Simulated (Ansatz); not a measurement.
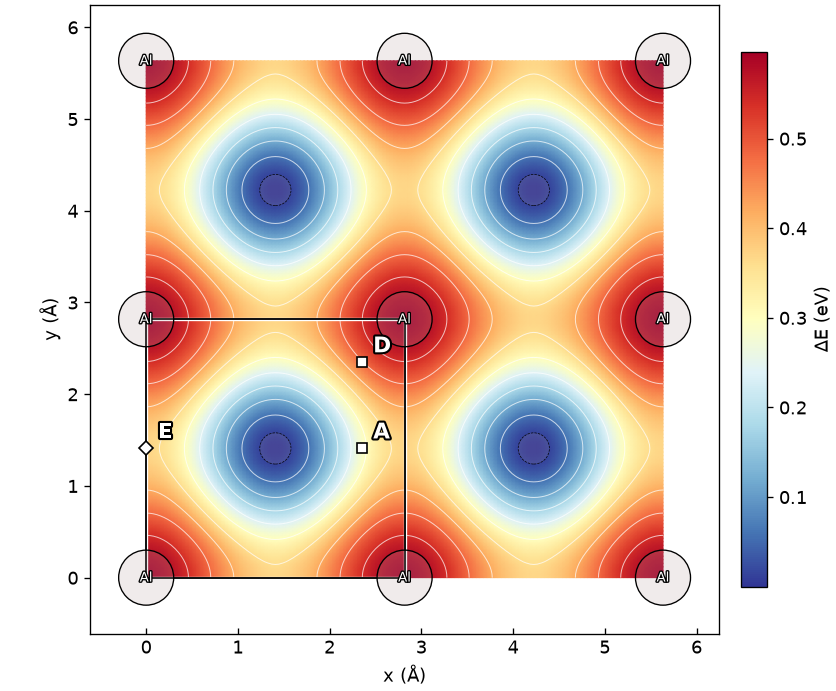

Mg on an Al(100) slab cut from the Fm-3m phase, its upper half relaxed before the scan (12 atoms of substrate and one adsorbate in a 2 × 2 cell). Mg is moved over the surface cell; relaxed at each place: the height of the adsorbate's atoms and the top layer of the substrate; the origin of the map has the adsorbate above Al9. Places are given modulo a cell vector. The map is drawn in real space over the plane of the surface. The scan uses a 6 × 6 grid; 10 points were computed and 26 follow by symmetry. Places are given in fractions of the 1 × 1 surface cell. All energies are given in eV relative to the lowest grid point. Computed with DFT LDA, scalar-relativistic, plane waves, PAW (Ansatz). Settings: cutoff 420 eV, k-mesh 5×5×1, gaussian smearing 0.1 eV, no spin polarisation.

In the figure: a smooth colour map with a few white contour lines, labelled circles for the atoms of the top layer and small ones for the second layer, the outline of one cell of the 2 × 2 shown, lettered points. Between grid points the surface is interpolated.

Question: Is E the lowest point of the computed grid?

Answer: No. E lies 0.369 eV above the lowest grid point, which is at a fourfold hollow over a second-layer Al atom, (3/6, 3/6) of the cell vectors.

Question: What kind of point is each of A, D, E: minimum, saddle, maximum or slope?

Answer: A: on a slope; D: on a slope; E: saddle point. (In these two coordinates alone; a stationary point may lie a little off the grid point.)

PAW datasets: the set soft_1.
